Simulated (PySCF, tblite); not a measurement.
# C₈H₃F₃O₂S: vibronic structure

Wanted: vibronic structure for C₈H₃F₃O₂S (`CS(=O)(=O)C#CC#CC#CC(F)(F)F`).

Programs: tblite 0.8.0 and PySCF 2.14.0, with routines of our own; each step states its level. All values are computed. Atoms count from 0.

### 1 The starting structure

17 atoms, charge 0, multiplicity 1; geometry from: force field or distance geometry start.

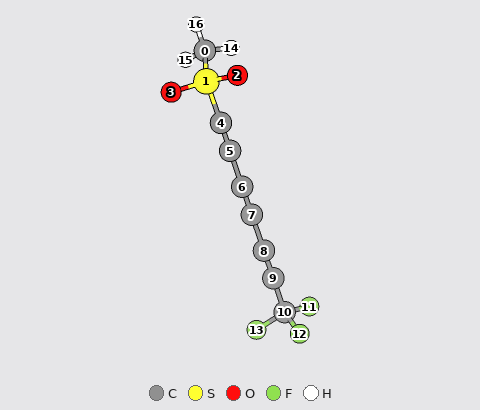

The starting geometry (carbon grey, sulfur yellow, oxygen red, fluorine green, hydrogen white).

### 2 Optimising the geometry with GFN2-xTB

What the job is given:

```
{"job": {"kind": "relax", "xc": "GFN2-xTB", "basis": "xTB"}, "charge": 0, "multiplicity": 1}
C     -4.688100     0.455500     0.284900
S     -3.959800    -0.996200    -0.398300
O     -4.016000    -2.121800     0.525100
O     -4.116500    -1.074300    -1.828900
C     -2.195700    -0.717000    -0.322900
C     -1.015700    -0.522200    -0.293000
C      0.508700    -0.271100    -0.243400
C      1.698100    -0.077400    -0.196100
C      3.216000     0.160700    -0.149000
C      4.391100     0.354600    -0.106600
C      5.824400     0.586400    -0.065100
F      6.165900     1.247700     1.065500
F      6.501500    -0.578500    -0.074700
F      6.234800     1.325900    -1.123800
H     -4.356800     0.596300     1.315700
H     -4.419800     1.316200    -0.317800
H     -5.779000     0.327500     0.271500
```

Launch:

```
$ OMP_NUM_THREADS=1 python excited_run.py task.json out
```

This one command runs all jobs of the session in turn.

The log of the run:

```text
step      E/eV     max force
  0   -1196.10701    6.071
  1   -1196.28203    6.724
  2   -1196.99209    2.882
  3   -1197.16813    6.148
  4   -1197.38093    2.079
  5   -1197.43233    0.716
  6   -1197.46865    0.584
  7   -1197.50561    1.370
  8   -1197.53078    1.087
  9   -1197.55894    0.444
 10   -1197.58650    0.502
 11   -1197.59634    0.462
 12   -1197.60781    0.267
 13   -1197.62250    0.375
 14   -1197.62928    0.312
 15   -1197.63232    0.096
 16   -1197.63306    0.095
 17   -1197.63383    0.113
 18   -1197.63494    0.117
 19   -1197.63634    0.116
 20   -1197.63757    0.096
 21   -1197.63838    0.054
 22   -1197.63888    0.062
 23   -1197.63922    0.058
 24   -1197.63949    0.048
 25   -1197.63973    0.042
 26   -1197.63990    0.036
 27   -1197.64002    0.034
 28   -1197.64013    0.026
 29   -1197.64025    0.028
 30   -1197.64038    0.035
 31   -1197.64052    0.035
 32   -1197.64066    0.034
 33   -1197.64082    0.036
 34   -1197.64098    0.035
 35   -1197.64111    0.028
 36   -1197.64120    0.023
 37   -1197.64126    0.022
 38   -1197.64133    0.026
 39   -1197.64139    0.024
 40   -1197.64144    0.024
 41   -1197.64147    0.022
 42   -1197.64152    0.023
 43   -1197.64158    0.030
 44   -1197.64165    0.026
 45   -1197.64170    0.017
 46   -1197.64174    0.013
 47   -1197.64177    0.017
 48   -1197.64182    0.023
 49   -1197.64187    0.020
 50   -1197.64190    0.013
 51   -1197.64193    0.013
 52   -1197.64195    0.017
 53   -1197.64200    0.025
 54   -1197.64207    0.026
 55   -1197.64214    0.023
 56   -1197.64220    0.018
 57   -1197.64224    0.019
 58   -1197.64227    0.017
 59   -1197.64230    0.013
 60   -1197.64232    0.009
```

Wall time 0.59 s (1 thread of Arm Neoverse V1, shared host); peak memory 0.18 GiB.

Relaxation path: (not every step is listed)

```tsv
step	energy from step 0 (eV)	largest force (eV/Å)
0	0.0000	6.0713
1	-0.1750	6.7245
2	-0.8851	2.8824
3	-1.0611	6.1478
4	-1.2739	2.0787
5	-1.3253	0.7161
6	-1.3616	0.5842
7	-1.3986	1.3701
8	-1.4238	1.0867
12	-1.5008	0.2675
16	-1.5260	0.0953
20	-1.5306	0.0959
24	-1.5325	0.0478
28	-1.5331	0.0256
32	-1.5337	0.0342
36	-1.5342	0.0233
40	-1.5344	0.0240
44	-1.5346	0.0260
48	-1.5348	0.0232
52	-1.5349	0.0175
55	-1.5351	0.0232
56	-1.5352	0.0180
57	-1.5352	0.0185
58	-1.5353	0.0170
59	-1.5353	0.0135
60	-1.5353	0.0090
```

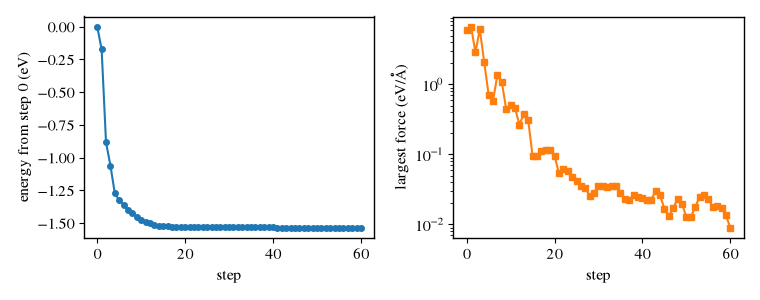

Energy and largest force along the relaxation.

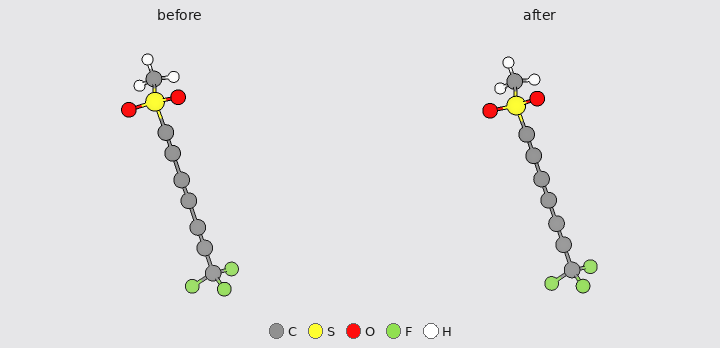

The geometry before (left) and after (right).

Distances of close pairs at the start and the end, largest changes first:

```tsv
bond	before (Å)	after (Å)	change (Å)
C5–C6	1.546	1.349	-0.197
C7–C8	1.537	1.346	-0.191
C0–S1	1.762	1.809	+0.047
S1–C4	1.788	1.756	-0.031
S1–O2	1.457	1.432	-0.025
C8–C9	1.192	1.210	+0.018
C4–C5	1.196	1.213	+0.017
C0–H16	1.098	1.084	-0.014
```

The next job starts from the end point, and lists it.

### 3 Infrared spectrum with GFN2-xTB

What the job is given:

```
{"job": {"kind": "ir", "xc": "GFN2-xTB", "basis": "xTB"}, "charge": 0, "multiplicity": 1}
C     -4.553610     0.458675     0.282524
S     -3.761575    -1.015610    -0.405119
O     -3.976652    -2.136823     0.459179
O     -4.064636    -1.131651    -1.799879
C     -2.061848    -0.591298    -0.281785
C     -0.858390    -0.440970    -0.261608
C      0.472069    -0.224320    -0.216557
C      1.675109    -0.040086    -0.180757
C      3.005411     0.162354    -0.141829
C      4.201512     0.340253    -0.108800
C      5.637077     0.552786    -0.068642
F      6.017885     1.209084     1.039526
F      6.318441    -0.603495    -0.089233
F      6.068126     1.276320    -1.114385
H     -4.217678     0.583033     1.304904
H     -4.281868     1.310153    -0.329375
H     -5.626371     0.303624     0.254878
```

The log of the run:

```text
mode    cm-1     km/mol
  1       7.0      3.22
  2      28.0      3.40
  3      28.4      2.11
  4      64.2      5.05
  5      65.1      0.34
  6     115.7      0.73
  7     116.0      2.26
  8     129.4      0.29
  9     192.7      0.24
 10     199.1      0.04
 11     199.5      0.09
 12     279.8      1.20
 13     309.1     19.40
 14     378.5      0.78
 15     380.7      0.34
 16     397.2      2.00
 17     397.7      3.23
 18     409.6     60.23
 19     411.3      4.76
 20     420.7     31.31
 21     422.7     11.40
 22     456.8    102.84
 23     521.6    118.34
 24     537.9      8.38
 25     538.3      8.37
 26     669.9     66.79
 27     708.1    292.97
 28     851.4     60.93
 29     864.7     11.33
 30     882.5    369.87
 31    1027.6    329.96
 32    1029.5    330.03
 33    1115.9    558.48
 34    1138.3    179.01
 35    1273.0    488.34
 36    1275.4     38.79
 37    1352.4    216.49
 38    1418.0     10.92
 39    1428.2     13.61
 40    2218.0      4.86
 41    2262.4      2.78
 42    2320.1    146.23
 43    3059.0      1.79
 44    3074.0      0.40
 45    3083.0      2.21
```

Run time: 0.88 s. Hardware: 1 thread of Arm Neoverse V1, shared host; peak memory 0.18 GiB.

Which atoms move in the most intense modes:

```tsv
cm⁻¹	km/mol	atoms
708	293.0	S1 35 %, C0 34 %
882	369.9	C4 15 %, C8 15 %, C9 14 %, C5 13 %
1028	330.0	C10 74 %, F11 15 %, F13 10 %
1030	330.0	C10 74 %, F12 16 %
1116	558.5	O3 33 %, O2 33 %, S1 21 %
1138	179.0	C10 51 %
1273	488.3	S1 44 %, O2 28 %, O3 28 %
1352	216.5	C6 23 %, C9 19 %, C7 18 %, C10 14 %
```

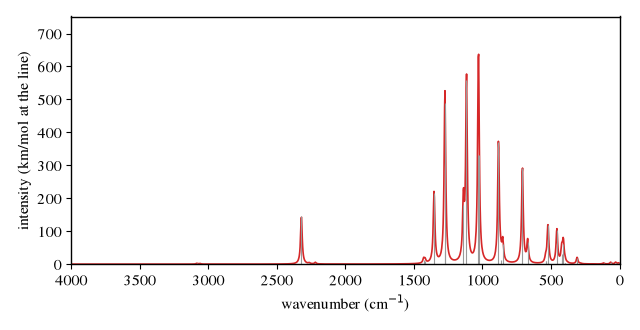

The infrared spectrum from these modes, unscaled. Lines are broadened to a width of 14 cm⁻¹ (Lorentzian).

### 4 Vibronic structure: TDDFT PBE0/6-31G*

Settings changed since step 3:

```diff
@@ -1,2 +1,2 @@
-{"job": {"kind": "ir", "xc": "GFN2-xTB", "basis": "xTB"}, "charge": 0, "multiplicity": 1}
+{"job": {"kind": "vib", "xc": "PBE0", "basis": "6-31G*", "tda": false}, "charge": 0, "multiplicity": 1}
 C     -4.553610     0.458675     0.282524
```

Method: TDDFT PBE0/6-31G* vertical-gradient vibronic structure (displaced harmonic oscillators, Condon), gas phase.

The log of the run:

```text
final grid: 81432 points
cycle   1  E = -1153.1936320639  dE =  3.422e+00  |g| = 1.445e+00  |ddm| = 4.565e+01
cycle   2  E = -1152.2537482923  dE =  9.399e-01  |g| = 2.665e+00  |ddm| = 9.726e+00
cycle   3  E = -1153.5579756593  dE = -1.304e+00  |g| = 3.613e-01  |ddm| = 7.432e+00
cycle   4  E = -1153.5801009280  dE = -2.213e-02  |g| = 1.784e-01  |ddm| = 1.088e+00
cycle   5  E = -1153.5861099117  dE = -6.009e-03  |g| = 9.840e-02  |ddm| = 5.150e-01
cycle   6  E = -1153.5887922273  dE = -2.682e-03  |g| = 1.210e-02  |ddm| = 1.922e-01
cycle   7  E = -1153.5888200580  dE = -2.783e-05  |g| = 4.237e-03  |ddm| = 3.476e-02
cycle   8  E = -1153.5888225096  dE = -2.452e-06  |g| = 2.880e-03  |ddm| = 2.342e-02
cycle   9  E = -1153.5888246347  dE = -2.125e-06  |g| = 6.606e-04  |ddm| = 7.753e-03
cycle  10  E = -1153.5888247339  dE = -9.920e-08  |g| = 2.210e-04  |ddm| = 2.500e-03
cycle  11  E = -1153.5888247433  dE = -9.440e-09  |g| = 1.330e-04  |ddm| = 1.451e-03
cycle  12  E = -1153.5888247478  dE = -4.475e-09  |g| = 3.234e-05  |ddm| = 3.527e-04
cycle  13  E = -1153.5888247480  dE = -2.419e-10  |g| = 1.144e-05  |ddm| = 9.380e-05
converged SCF energy = -1153.5888247480

Singlet excitations (eV, f): 3.466 (0.0000)  3.706 (0.0004)  3.773 (0.0000)  5.323 (0.0003)  5.525 (0.0354)  5.640 (0.3323)

State S1  3.4657 eV  f = 0.00001  H->L 0.91
  relaxed dipole 3.835 D, largest gradient of the excitation energy 0.1463 Eh/bohr
  mode    cm-1        S   lambda/meV  Raman
   41   2262.4    1.3927     390.7   1.000
   42   2320.1    0.1591      45.8   0.120
    4     64.2    3.2611      26.0   0.002
   40   2218.0    0.0707      19.5   0.049
    7    116.0    0.6635       9.5   0.001
   11    199.5    0.2677       6.6   0.001
   23    521.6    0.0868       5.6   0.003
   28    851.4    0.0506       5.3   0.005
   16    397.2    0.0949       4.7   0.002
   30    882.5    0.0266       2.9   0.003
   18    409.6    0.0351       1.8   0.001
   22    456.8    0.0228       1.3   0.001
  reorganisation energy 0.5281 eV, total S 6.322, 0-0 2.9375 eV
  absorption maximum 3.274 eV, width 0.886 eV

State S5  5.5253 eV  f = 0.03542  H-3->L 0.57, H-2->L+1 0.29
  relaxed dipole 11.327 D, largest gradient of the excitation energy 0.1219 Eh/bohr
  mode    cm-1        S   lambda/meV  Raman
   23    521.6    2.6843     173.6   0.316
   41   2262.4    0.4516     126.7   1.000
   34   1138.3    0.6304      89.0   0.353
   27    708.1    0.7922      69.6   0.172
   33   1115.9    0.4743      65.6   0.255
   28    851.4    0.6163      65.1   0.193
   40   2218.0    0.1521      41.8   0.324
   30    882.5    0.3203      35.0   0.108
    4     64.2    2.2514      17.9   0.004
   42   2320.1    0.0485      14.0   0.113
   13    309.1    0.3571      13.7   0.015
   22    456.8    0.2381      13.5   0.021
  reorganisation energy 0.7657 eV, total S 10.392, 0-0 4.7595 eV
  absorption maximum 5.450 eV, width 0.774 eV

State S6  5.6400 eV  f = 0.33230  H-2->L+1 0.39, H-3->L 0.38
  relaxed dipole 12.237 D, largest gradient of the excitation energy 0.1243 Eh/bohr
  mode    cm-1        S   lambda/meV  Raman
   23    521.6    3.6302     234.8   0.426
   41   2262.4    0.4534     127.2   1.000
   34   1138.3    0.6939      97.9   0.387
   33   1115.9    0.5550      76.8   0.298
   27    708.1    0.7693      67.5   0.166
   28    851.4    0.4656      49.1   0.145
   40   2218.0    0.1296      35.6   0.275
   30    882.5    0.2631      28.8   0.088
   42   2320.1    0.0452      13.0   0.105
   20    420.7    0.2258      11.8   0.017
   13    309.1    0.2443       9.4   0.010
   18    409.6    0.1473       7.5   0.011
  reorganisation energy 0.7742 eV, total S 7.805, 0-0 4.8658 eV
  absorption maximum 5.550 eV, width 0.770 eV

State T1  2.7981 eV  f = 0.00000  H-1->L 0.48, H->L+1 0.46
  relaxed dipole 3.894 D, largest gradient of the excitation energy 0.1442 Eh/bohr
  mode    cm-1        S   lambda/meV  Raman
   41   2262.4    1.3022     365.3   1.000
   42   2320.1    0.1939      55.8   0.157
   40   2218.0    0.0396      10.9   0.029
   30    882.5    0.0511       5.6   0.006
    4     64.2    0.4935       3.9   0.000
   23    521.6    0.0362       2.3   0.001
    7    116.0    0.0985       1.4   0.000
   20    420.7    0.0186       1.0   0.000
   28    851.4    0.0083       0.9   0.001
   11    199.5    0.0288       0.7   0.000
   26    669.9    0.0070       0.6   0.000
   22    456.8    0.0069       0.4   0.000
  reorganisation energy 0.4506 eV, total S 2.348, 0-0 2.3475 eV
  absorption maximum 2.635 eV, width 0.600 eV
```

Wall time 1.8 min (1 thread of Arm Neoverse V1, shared host); peak memory 1.5 GiB.

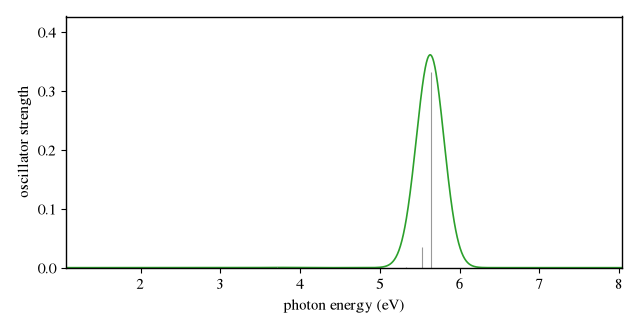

Absorption lines of the singlets. Lines are broadened to a width of 0.40 eV (Gaussian).

### 5 Summary of results

| quantity | value |
| --- | --- |
| strongest single infrared mode (GFN2-xTB) | 1116 cm⁻¹, 558 km/mol |
| zero-point energy (GFN2-xTB) | 54.4 kcal/mol |
| S1: vertical, reorganisation, 0-0, total S (step 4, TDDFT PBE0/6-31G*, modes from GFN2-xTB) | 3.47, 0.53, 2.94 eV; 6.3 |
| S5: vertical, reorganisation, 0-0, total S (step 4, TDDFT PBE0/6-31G*, modes from GFN2-xTB) | 5.53, 0.77, 4.76 eV; 10.4 |
| S6: vertical, reorganisation, 0-0, total S (step 4, TDDFT PBE0/6-31G*, modes from GFN2-xTB) | 5.64, 0.77, 4.87 eV; 7.8 |

What this shows: All 45 modes are real, so the xTB geometry is a minimum. The strongest single mode, at 1116 cm⁻¹, is carried by O3, O2, S1. Unscaled tight-binding wavenumbers are off by several per cent, some by more. Its intensities can rank the bands wrongly. The vibronic model keeps the ground-state modes (from xTB) and shifts them along the gradient alone, so it can miss much of the relaxation that a full optimisation finds.
